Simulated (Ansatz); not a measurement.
Start from KTaO₃ in the cubic perovskite structure (space group Pm-3m, No. 221; a = 3.9842 Å).

Perturbation: every lattice vector is stretched by 2.27 %, atoms relaxed at fixed cell.

Method: PBEsol (Ansatz, a first-principles code; PAW; 420 eV plane waves; no spin-orbit coupling), earlier PAW set.

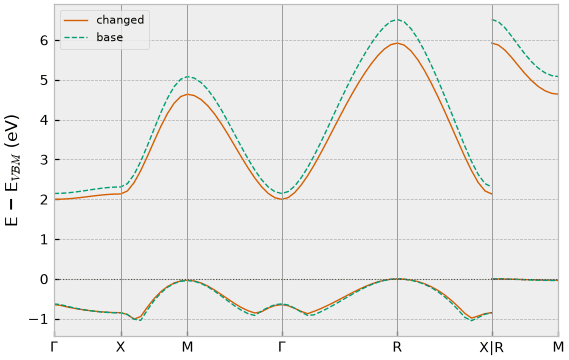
Figure: Highest valence and lowest conduction band along the path, each from its own valence-band maximum

Q: Read the changed gap and its character from the plot.

A: About 2.0 eV, indirect, R → Γ.

With Ta present, leaving out spin-orbit coupling can change the band edges. The cells carry an imposed strain or load. No phonon test of stability was made.
